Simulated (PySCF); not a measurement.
## A study: CH$_{5}$FTe, SMILES `CF.[TeH2]`

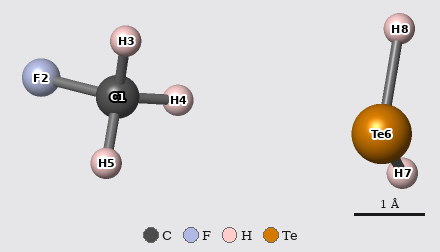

The molecule, with its atoms numbered as below. The pair's geometry is semi-empirical, so its contact may be too short or too long.

Cartesian coordinates (Å):

```
C1       2.8518    0.1959    0.0003
F2       4.1678   -0.1655   -0.0021
H3       2.6155    0.6072    0.9823
H4       2.2539   -0.6944   -0.2003
H5       2.7054    0.9444   -0.7793
Te6     -1.1576    0.0329   -0.0058
H7      -1.0151   -1.2877   -0.9696
H8      -0.9864   -0.9670    1.2840
```

### 1. Bonding charge

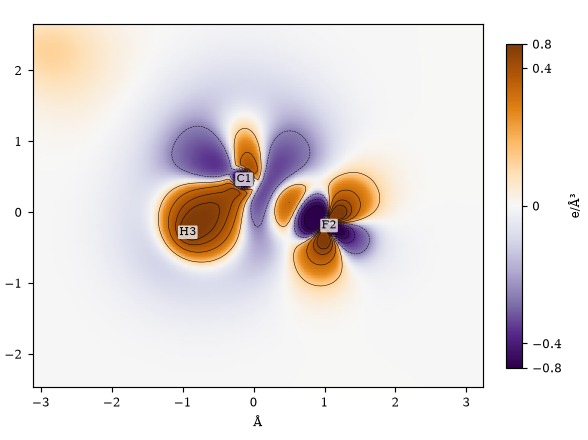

Deformation density (molecule less spherical, spin-averaged free atoms) in the plane of C1, F2 and H3; colour scale in e/Å³, logarithmic beyond ±0.1; orange: gain, purple: loss.

Method: TPSS/def2-SVPD; geometry: GFN2-xTB; program: PySCF. Core potentials replace the inner electrons of Te; spin–orbit coupling isn't included.

Q: Describe the bonding that the map shows.

A: C1–H3: +0.74 e/Å³ at the bond critical point (bond length 1.09 Å). C1–F2: −0.09 e/Å³ at the bond critical point (bond length 1.36 Å); up to 0.6 Å beside the axis the gain reaches +0.19 e/Å³. In all, 1.7 electrons gather in the regions of gain relative to the promolecule. A small or negative value marks a very polar bond, one between electron-rich atoms, whose free-atom densities already overlap strongly, a long bond to a heavier atom, or a closed-shell contact such as a hydrogen bond.

Q: Where do the Hirshfeld charges lie?

A: The highest Hirshfeld charge is on Te6 (+0.07 e), the lowest on F2 (−0.14 e).

```json
{"atom": "C1", "charge (e)": "0.00"}
{"atom": "F2", "charge (e)": "−0.14"}
{"atom": "H3", "charge (e)": "+0.04"}
{"atom": "H4", "charge (e)": "+0.03"}
{"atom": "H5", "charge (e)": "+0.04"}
{"atom": "Te6", "charge (e)": "+0.07"}
{"atom": "H7", "charge (e)": "−0.01"}
{"atom": "H8", "charge (e)": "−0.01"}
```

### 2. Bond critical points

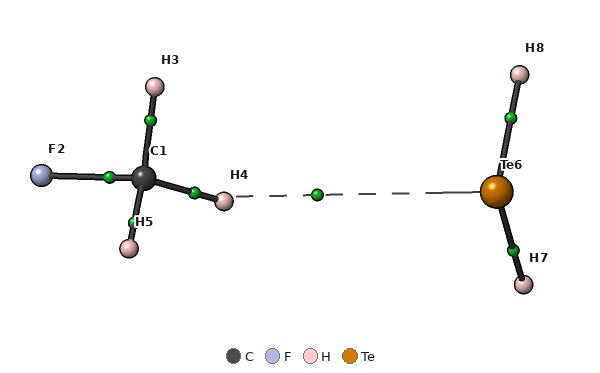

Molecular graph of the electron density (QTAIM): bond paths, bond critical points (green), ring points (magenta, if any); weak paths are dashed.

Q: How many critical points of each kind are there, and does the count close?

A: 8 nuclei, 7 bond, 0 ring and 0 cage critical points: 8 − 7 + 0 − 0 = 1, as the Poincaré–Hopf relation requires.

Q: Give the properties at the bond critical points.

A:
| bond | length (Å) | ρ (a.u.) | ∇²ρ (a.u.) | ε | H (a.u.) |
| --- | --- | --- | --- | --- | --- |
| C1–H4 | 1.091 | 0.287 | −1.11 | 0.05 | −0.313 |
| C1–H5 | 1.091 | 0.286 | −1.10 | 0.05 | −0.312 |
| C1–H3 | 1.091 | 0.286 | −1.10 | 0.05 | −0.312 |
| C1–F2 | 1.365 | 0.240 | +0.13 | 0.00 | −0.331 |
| Te6–H8 | 1.641 | 0.134 | +0.05 | 0.11 | −0.074 |
| Te6–H7 | 1.641 | 0.134 | +0.05 | 0.11 | −0.074 |
| H4–Te6 | 3.494 | 0.005 | +0.01 | 0.14 | +0.001 |

Q: What kind of interaction is C1–H4?

A: Shared-shell (covalent): ρ = 0.287, ∇²ρ = −1.11, H = −0.313 a.u.

Q: Are there bond paths between atoms that aren't covalently bonded?

A: Yes: H4–Te6 (3.49 Å, ρ = 0.005).

### 3. Local ionisation energy

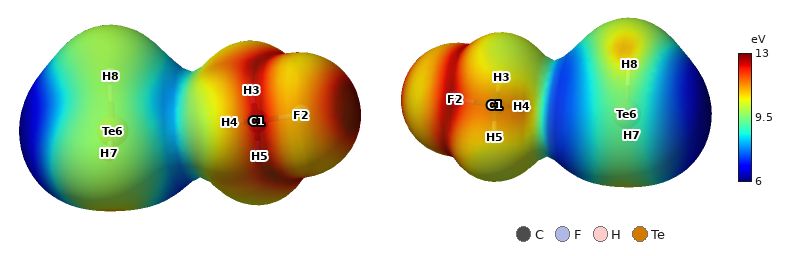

Average local ionisation energy on the surface of electron density 0.001 a.u. (back view left, front view right).

Q: Locate the minima of the map.

A: The lowest value is 6.2 eV, 2.6 Å from Te6. Further minima include 7.1 eV, 2.1 Å from H5; 7.9 eV, 1.9 Å from H4; 10.1 eV, 1.3 Å from H5. For comparison, the highest occupied orbital lies at −5.8 eV.

### 4. Binding density

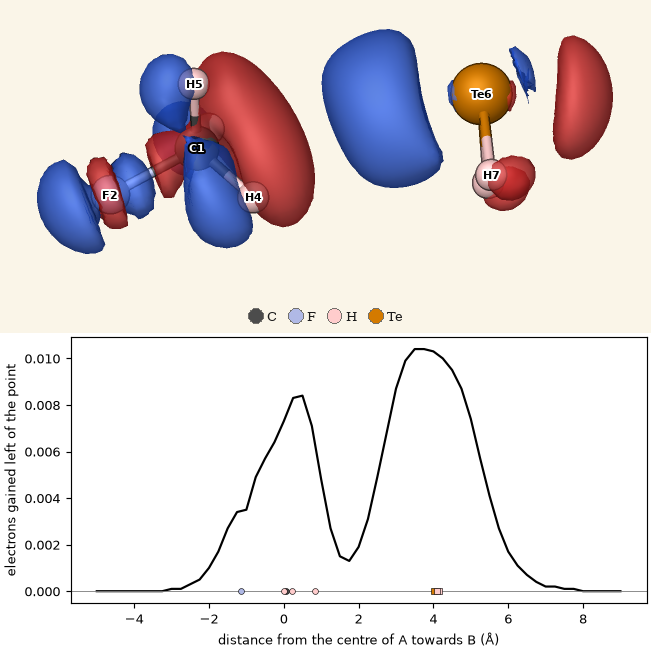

Density of the complex less the densities of the two fragments at the same geometry, ±0.0008 e/Å³ (blue: gain, red: loss). Fragment A: H3CF (atoms 1–5); fragment B: TeH2. Below: the charge-displacement curve along the line of centres (A on the left).

Q: Which way does charge flow?

A: Hirshfeld charges show almost no net transfer (under 0.005 e). 0.02 e is displaced in all, which induces a dipole of 0.23 D.

Q: What is the interaction energy, and which contacts carry it?

A: The counterpoise-corrected interaction energy of the frozen fragments is −0.1 kcal/mol without dispersion correction and −1.2 kcal/mol with D3(BJ). The pair geometry is semi-empirical, not a minimum at this level. Contacts: H4···Te6, 3.49 Å, ρ = 0.005 a.u. The pose is a local one from a semi-empirical search, not shown to be the most stable.
